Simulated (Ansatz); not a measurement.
**Run report: C3H7AlB2, geometry relaxation (part 1 of 2)**

System: C3H7AlB2, SMILES B[C]1=[CH][Al]1[BH]C.
Method: RKS r2SCAN/cc-pVDZ (Ansatz 0.2.0).

It belongs to a series of runs on one base structure; here: end point B relaxed. Figures and captions count atoms from 1; the log counts them from 0 in places.

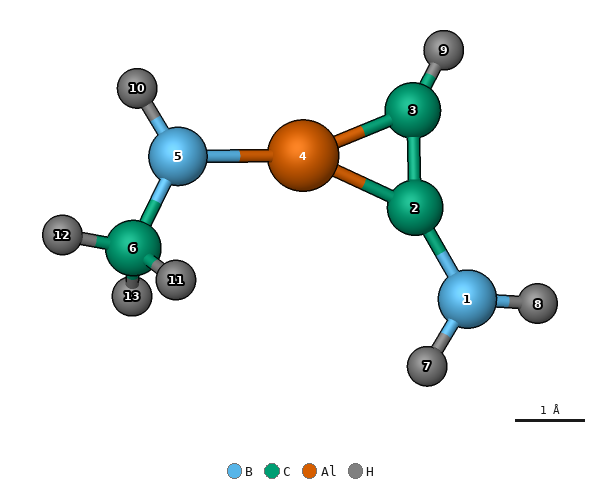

The structure as given in the input (ball-and-stick view, seen at a tilt; atoms are numbered from 1 in the order of the input). Sticks mark near contacts. Bond lengths as drawn: Al–B 2.01 Å, Al–C 1.89 Å, B–C 1.55 to 1.57 Å, B–H 1.12 to 1.22 Å, C–C 1.44 Å and C–H 1.07 to 1.12 Å.

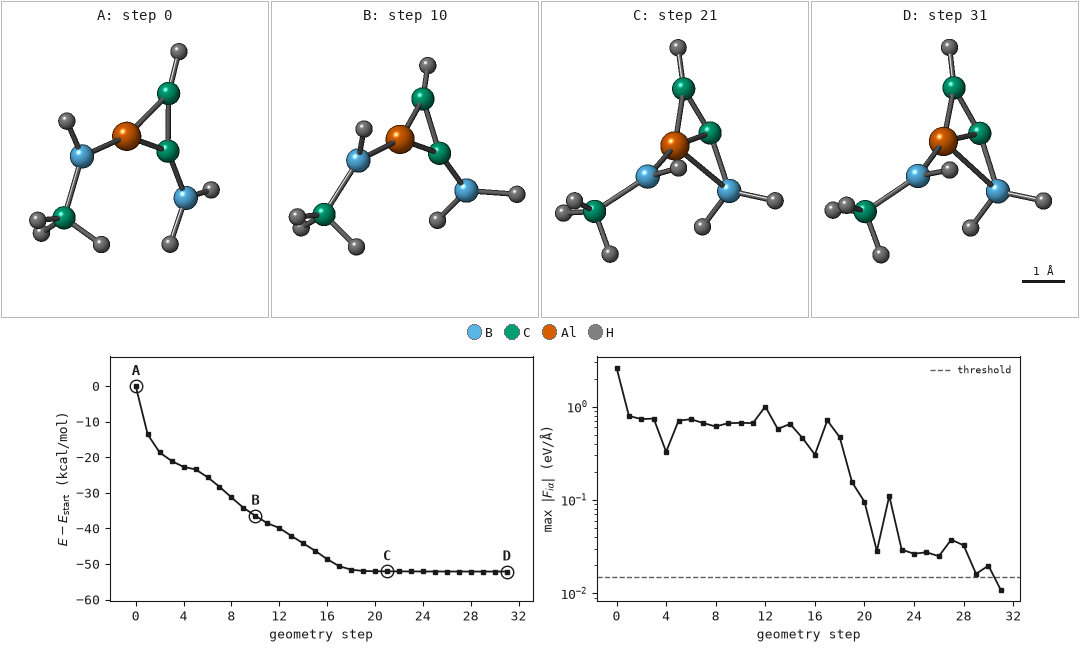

Frames of the relaxation (ball-and-stick view, seen at a tilt) above the curves, on which the letters mark them (the first geometry is step 0 here and step 1 in the log).

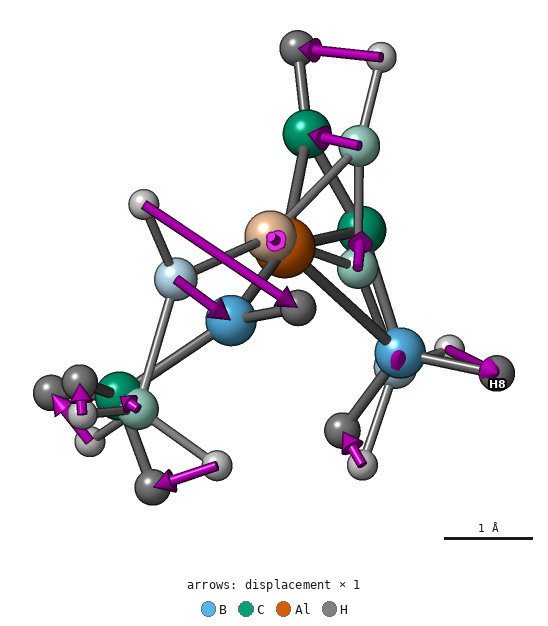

Start (faint) and end (solid) with the displacements as pink arrows, at true length (ball-and-stick view, seen at a tilt). The two geometries are laid on each other by the best rigid fit. Over 31 geometry steps the energy falls by 52.1 kcal/mol. The largest force component goes from 2.6 to 0.011 eV/Å. H10 moves most after the best rigid fit: 2.13 Å. By element the largest moves are H 2.13 Å, B 0.80 Å, C 0.77 Å, Al 0.35 Å. Distances before and after: B1–Al4 3.268 → 2.427 Å, C2–Al4 1.890 → 2.005 Å, C2–C3 1.441 → 1.329 Å, B1–H8 1.116 → 1.212 Å. Among the angles that change: B1–C2–Al4 143.3° → 86.9°, C2–C3–H9 149.1° → 131.2°, Al4–C3–H9 142.7° → 155.0°. (Atoms are counted from 1 in the order of the input.)

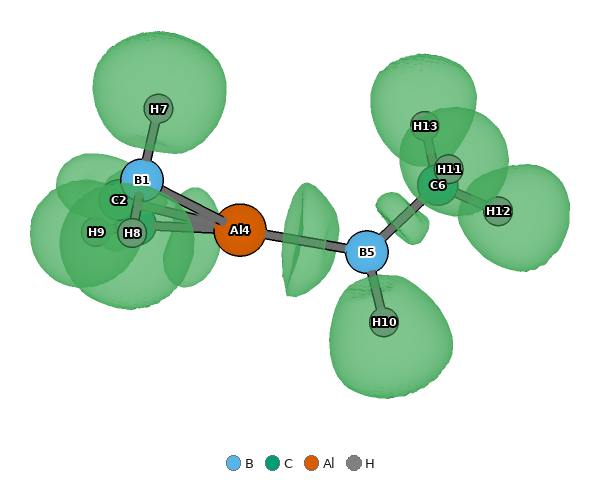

Isosurface of the electron localisation function at 0.85 (green), seen from the side. Only the valence region is drawn (cores and ρ < 0.01 e/Å³ removed). Profiles from the grid: C–C (1.33 Å): the ELF peaks at about 0.90 between the atoms; a multiple bond by its length, whose ELF region spreads away from the axis.

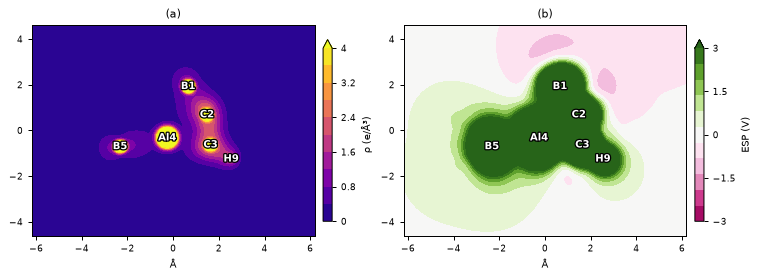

(a) electron density; (b) molecular electrostatic potential on the plane of atoms B1, C2 and C3. Atoms in the plane: B, C, Al and H. C–C (1.33 Å): ρ at the midpoint is about 2.2 e/Å³. Al–B (2.09 Å): ρ is about 0.57 e/Å³ halfway. C–H (1.09 Å): ρ is about 1.9 e/Å³ halfway.

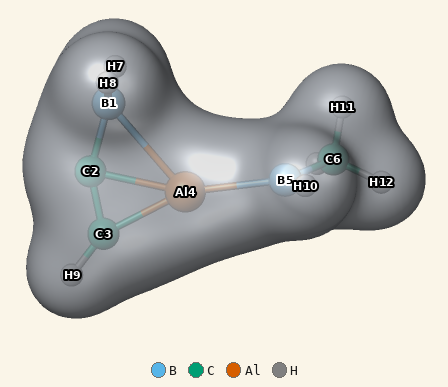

Isosurface of the total electron density at 0.05 e/Å³ (grey), seen face on. At this value the surface is in one piece. On the grid the lowest density along these lines, outside the cores, is 2.2 e/Å³ (C–C, 1.33 Å), 1.2 e/Å³ (C–B, 1.48 Å), 0.53 e/Å³ (C–Al, 1.92 Å) and 0.5 e/Å³ (Al–B, 2.09 Å).

The input and output of the run follow.

**Input file**
```yaml
crystal:
  periodic: [false, false, false]
  atoms:
    - { symbol: B, position_ang: [-2.7165, 0.0259, 1.1224] }
    - { symbol: C, position_ang: [-1.6783, 0.8453, 0.3112] }
    - { symbol: C, position_ang: [-0.36779, 0.94174, -0.27936] }
    - { symbol: Al, position_ang: [-1.41216, 2.48382, -0.5923] }
    - { symbol: B, position_ang: [-1.90467, 4.34366, -1.1788] }
    - { symbol: C, position_ang: [-3.32379, 4.93418, -0.85883] }
    - { symbol: H, position_ang: [-3.7849, 0.5766, 1.3273] }
    - { symbol: H, position_ang: [-2.5046, -1.004, 1.4954] }
    - { symbol: H, position_ang: [0.56002, 0.46984, -0.54518] }
    - { symbol: H, position_ang: [-1.14622, 4.94369, -1.82922] }
    - { symbol: H, position_ang: [-3.47688, 4.979, 0.2472] }
    - { symbol: H, position_ang: [-3.42424, 5.95987, -1.30872] }
    - { symbol: H, position_ang: [-4.09414, 4.25776, -1.25494] }
basis:
  gaussian: { orbitals: cc-pVDZ }
hamiltonian:
  xc: r2scan
relax:
  f_tol: 0.015
  max_steps: 40
output:
  orbitals: {}
```

Launch command:
```bash
ansatz run input.yaml --threads 2 --pin off --max-ram 3072MiB --backend cpu --events-out ev --progress --plain --runs-dir out
```

**Log**
```
The last accepted step is kept in [file] (removed where the run ends without a failure and the disk answers)
Engine: ansatz 0.2.0, x86_64-unknown-linux-gnu
Functional definition: r2SCAN
  parameter k0 = 0.174
  parameter k1 = 0.065
  parameter a1 = 4.9479
  exchange = r2scan_x(k0 = k0, k1 = k1, a1 = a1)
  correlation = r2scan_c
1507 factors; their error is unknown
mean field evaluation 1: about -11154.0562 eV, gradient 6.5e1 eV
mean field evaluation 2: about -11114.5994 eV, gradient 1.1e2 eV
mean field evaluation 4: about -11165.9245 eV, gradient 1.2e1 eV
mean field evaluation 8: about -11166.4148 eV, gradient 3.0e-1 eV
mean field evaluation 16: about -11166.3495 eV, gradient 2.6e-3 eV
mean field -11166.34954378 eV, -410.3557769103 hartree, gradient 2.9e-5 eV, S^2 0.000000; 1 other end points of the search recorded, 0 dependent functions left out
the calculation of the forces begins
reference -11166.34955791 eV, -410.3557774295 hartree; 24, 24 occupied and 99, 99 virtual orbitals, 1507 factors
relax step   1: F+E_penalty+E_count = -11166.34954378 eV  Δ(F+E_penalty+E_count) = +0.000e0 eV  max|allowed force component| = 2.620e0 eV/Å  Δτ_max = 0.0000 Å  (46 SCF iters, accepted)
these checks for a lower state are left out or cut short: starts, cluster_reference, orbital_swaps, neighbouring_geometries, increment
1507 factors; their error is unknown
mean field -11166.93810583 eV, -410.3774061667 hartree, gradient 1.9e-5 eV, S^2 0.000000; 0 other end points of the search recorded, 0 dependent functions left out
[... from here on the field's lines of each further geometry are left out, up to the last ...]
relax step   2: F+E_penalty+E_count = -11166.93810583 eV  Δ(F+E_penalty+E_count) = -5.886e-1 eV  max|allowed force component| = 7.957e-1 eV/Å  Δτ_max = 0.1954 Å  (31 SCF iters, accepted)
relax step   3: F+E_penalty+E_count = -11167.15763604 eV  Δ(F+E_penalty+E_count) = -2.195e-1 eV  max|allowed force component| = 7.355e-1 eV/Å  Δτ_max = 0.1941 Å  (32 SCF iters, accepted)
relax step   4: F+E_penalty+E_count = -11167.26091791 eV  Δ(F+E_penalty+E_count) = -1.033e-1 eV  max|allowed force component| = 7.442e-1 eV/Å  Δτ_max = 0.1953 Å  (30 SCF iters, accepted)
relax step   5: F+E_penalty+E_count = -11167.33365539 eV  Δ(F+E_penalty+E_count) = -7.274e-2 eV  max|allowed force component| = 3.279e-1 eV/Å  Δτ_max = 0.1999 Å  (30 SCF iters, accepted)
relax step   6: F+E_penalty+E_count = -11167.36383591 eV  Δ(F+E_penalty+E_count) = -3.018e-2 eV  max|allowed force component| = 7.065e-1 eV/Å  Δτ_max = 0.1952 Å  (31 SCF iters, accepted)
relax step   7: F+E_penalty+E_count = -11167.45857917 eV  Δ(F+E_penalty+E_count) = -9.474e-2 eV  max|allowed force component| = 7.337e-1 eV/Å  Δτ_max = 0.1996 Å  (31 SCF iters, accepted)
relax step   8: F+E_penalty+E_count = -11167.57524691 eV  Δ(F+E_penalty+E_count) = -1.167e-1 eV  max|allowed force component| = 6.667e-1 eV/Å  Δτ_max = 0.1956 Å  (31 SCF iters, accepted)
relax step   9: F+E_penalty+E_count = -11167.70525109 eV  Δ(F+E_penalty+E_count) = -1.300e-1 eV  max|allowed force component| = 6.128e-1 eV/Å  Δτ_max = 0.2000 Å  (30 SCF iters, accepted)
relax step  10: F+E_penalty+E_count = -11167.83126621 eV  Δ(F+E_penalty+E_count) = -1.260e-1 eV  max|allowed force component| = 6.651e-1 eV/Å  Δτ_max = 0.1948 Å  (31 SCF iters, accepted)
relax step  11: F+E_penalty+E_count = -11167.92895765 eV  Δ(F+E_penalty+E_count) = -9.769e-2 eV  max|allowed force component| = 6.705e-1 eV/Å  Δτ_max = 0.1945 Å  (31 SCF iters, accepted)
relax step  12: F+E_penalty+E_count = -11168.01960957 eV  Δ(F+E_penalty+E_count) = -9.065e-2 eV  max|allowed force component| = 6.662e-1 eV/Å  Δτ_max = 0.1914 Å  (31 SCF iters, accepted)
relax step  13: F+E_penalty+E_count = -11168.07766272 eV  Δ(F+E_penalty+E_count) = -5.805e-2 eV  max|allowed force component| = 1.003e0 eV/Å  Δτ_max = 0.1930 Å  (31 SCF iters, accepted)
relax step  14: F+E_penalty+E_count = -11168.17388104 eV  Δ(F+E_penalty+E_count) = -9.622e-2 eV  max|allowed force component| = 5.774e-1 eV/Å  Δτ_max = 0.1947 Å  (30 SCF iters, accepted)
relax step  15: F+E_penalty+E_count = -11168.26508177 eV  Δ(F+E_penalty+E_count) = -9.120e-2 eV  max|allowed force component| = 6.524e-1 eV/Å  Δτ_max = 0.1964 Å  (31 SCF iters, accepted)
relax step  16: F+E_penalty+E_count = -11168.35635205 eV  Δ(F+E_penalty+E_count) = -9.127e-2 eV  max|allowed force component| = 4.610e-1 eV/Å  Δτ_max = 0.2000 Å  (32 SCF iters, accepted)
relax step  17: F+E_penalty+E_count = -11168.45721692 eV  Δ(F+E_penalty+E_count) = -1.009e-1 eV  max|allowed force component| = 3.060e-1 eV/Å  Δτ_max = 0.1965 Å  (30 SCF iters, accepted)
relax step  18: F+E_penalty+E_count = -11168.54300996 eV  Δ(F+E_penalty+E_count) = -8.579e-2 eV  max|allowed force component| = 7.122e-1 eV/Å  Δτ_max = 0.1982 Å  (31 SCF iters, accepted)
relax step  19: F+E_penalty+E_count = -11168.58534989 eV  Δ(F+E_penalty+E_count) = -4.234e-2 eV  max|allowed force component| = 4.704e-1 eV/Å  Δτ_max = 0.1934 Å  (32 SCF iters, accepted)
relax step  20: F+E_penalty+E_count = -11168.60201125 eV  Δ(F+E_penalty+E_count) = -1.666e-2 eV  max|allowed force component| = 1.545e-1 eV/Å  Δτ_max = 0.0687 Å  (31 SCF iters, accepted)
relax step  21: F+E_penalty+E_count = -11168.60524472 eV  Δ(F+E_penalty+E_count) = -3.233e-3 eV  max|allowed force component| = 9.567e-2 eV/Å  Δτ_max = 0.0401 Å  (32 SCF iters, accepted)
relax step  22: F+E_penalty+E_count = -11168.60664590 eV  Δ(F+E_penalty+E_count) = -1.401e-3 eV  max|allowed force component| = 2.837e-2 eV/Å  Δτ_max = 0.0169 Å  (32 SCF iters, accepted)
relax step  23: F+E_penalty+E_count = -11168.60669204 eV  Δ(F+E_penalty+E_count) = -4.614e-5 eV  max|allowed force component| = 1.103e-1 eV/Å  Δτ_max = 0.0221 Å  (33 SCF iters, accepted)
relax step  24: F+E_penalty+E_count = -11168.60741729 eV  Δ(F+E_penalty+E_count) = -7.252e-4 eV  max|allowed force component| = 2.936e-2 eV/Å  Δτ_max = 0.0114 Å  (33 SCF iters, accepted)
relax step  25: F+E_penalty+E_count = -11168.60794684 eV  Δ(F+E_penalty+E_count) = -5.296e-4 eV  max|allowed force component| = 2.649e-2 eV/Å  Δτ_max = 0.0314 Å  (32 SCF iters, accepted)
relax step  26: F+E_penalty+E_count = -11168.60827958 eV  Δ(F+E_penalty+E_count) = -3.327e-4 eV  max|allowed force component| = 2.750e-2 eV/Å  Δτ_max = 0.0287 Å  (32 SCF iters, accepted)
relax step  27: F+E_penalty+E_count = -11168.60853102 eV  Δ(F+E_penalty+E_count) = -2.514e-4 eV  max|allowed force component| = 2.492e-2 eV/Å  Δτ_max = 0.0329 Å  (32 SCF iters, accepted)
relax step  28: F+E_penalty+E_count = -11168.60859653 eV  Δ(F+E_penalty+E_count) = -6.552e-5 eV  max|allowed force component| = 3.756e-2 eV/Å  Δτ_max = 0.0357 Å  (32 SCF iters, accepted)
relax step  29: F+E_penalty+E_count = -11168.60878551 eV  Δ(F+E_penalty+E_count) = -1.890e-4 eV  max|allowed force component| = 3.261e-2 eV/Å  Δτ_max = 0.0112 Å  (33 SCF iters, accepted)
relax step  30: F+E_penalty+E_count = -11168.60888942 eV  Δ(F+E_penalty+E_count) = -1.039e-4 eV  max|allowed force component| = 1.614e-2 eV/Å  Δτ_max = 0.0087 Å  (33 SCF iters, accepted)
relax step  31: F+E_penalty+E_count = -11168.60889217 eV  Δ(F+E_penalty+E_count) = -2.760e-6 eV  max|allowed force component| = 1.977e-2 eV/Å  Δτ_max = 0.0089 Å  (33 SCF iters, accepted)
the calculation of the forces begins
reference -11168.60896097 eV, -410.4388089607 hartree; 24, 24 occupied and 99, 99 virtual orbitals, 1507 factors
relax step  32: F+E_penalty+E_count = -11168.60894747 eV  Δ(F+E_penalty+E_count) = -5.529e-5 eV  max|allowed force component| = 1.081e-2 eV/Å  Δτ_max = 0.0080 Å  (25 SCF iters, accepted)
1507 factors; their error is unknown
mean field evaluation 256: about -11168.6089 eV, gradient 4.5e-3 eV
mean field -11168.60894747 eV, -410.4388084644 hartree, gradient 1.2e-5 eV, S^2 0.000000; 1 other end points of the search recorded, 0 dependent functions left out
the calculation of the forces begins
reference -11168.60896097 eV, -410.4388089607 hartree; 24, 24 occupied and 99, 99 virtual orbitals, 1507 factors
Total energy: -11168.60896097 eV, -410.4388089607 hartree
Atom 0 at    -2.348175     0.607642     1.206744 Å, force    -0.002819     0.002005     0.005489 eV/Å
Atom 1 at    -1.474830     0.236652     0.072391 Å, force    -0.001119    -0.004180     0.002780 eV/Å
Atom 2 at    -0.777704     0.496888    -1.028954 Å, force     0.001847     0.010807    -0.003756 eV/Å
Atom 3 at    -1.559037     2.161117    -0.482534 Å, force     0.001924    -0.005009     0.000556 eV/Å
Atom 4 at    -2.020223     4.201620    -0.466365 Å, force    -0.001297     0.000430    -0.001747 eV/Å
Atom 5 at    -3.305856     4.844504    -1.065713 Å, force     0.000611     0.003117    -0.000533 eV/Å
Atom 6 at    -3.547065     0.459596     1.107506 Å, force     0.001154    -0.000536    -0.002177 eV/Å
Atom 7 at    -1.850097     0.868621     2.280270 Å, force     0.000288     0.000692    -0.003192 eV/Å
Atom 8 at    -0.176672    -0.151706    -1.669992 Å, force    -0.001299    -0.003012     0.000536 eV/Å
Atom 9 at    -1.245159     4.907870     0.141712 Å, force     0.000142    -0.000227     0.000257 eV/Å
Atom 10 at    -3.953525     5.028507    -0.180131 Å, force     0.000830    -0.000932    -0.000517 eV/Å
Atom 11 at    -3.119843     5.848711    -1.484263 Å, force    -0.000209    -0.002688     0.001787 eV/Å
Atom 12 at    -3.895985     4.247339    -1.774521 Å, force    -0.000053    -0.000467     0.000517 eV/Å
Dipole moment:     0.018054     0.568301    -0.456139 e Å
```

**Trajectory as extended XYZ (Å, eV, eV/Å), 17 of the 32 frames kept, from step=1 to step=32**
```
13
Properties=species:S:1:pos:R:3:forces:R:3 step=1 energy=-11166.34954
B    -2.7165    0.0259    1.1224   -0.0734   2.0750  -0.9378
C    -1.6783    0.8453    0.3112    1.6954   0.3722  -0.8555
C    -0.3678    0.9417   -0.2794   -2.5798   0.9279   0.3408
Al   -1.4122    2.4838   -0.5923    0.3744  -0.8460   0.5207
B    -1.9047    4.3437   -1.1788   -1.3009   0.6321   0.0337
C    -3.3238    4.9342   -0.8588    0.8059   1.0866  -0.2095
H    -3.7849    0.5766    1.3273    0.1398  -0.2377   0.0124
H    -2.5046   -1.0040    1.4954    0.3646  -2.6197   1.0868
H     0.5600    0.4698   -0.5452    0.5392  -1.4227   0.5243
H    -1.1462    4.9437   -1.8292    0.7086   0.7999  -0.6085
H    -3.4769    4.9790    0.2472   -0.0888  -0.0520  -0.3890
H    -3.4242    5.9599   -1.3087   -0.3416  -0.6267   0.4460
H    -4.0941    4.2578   -1.2549   -0.2434  -0.0888   0.0357
```
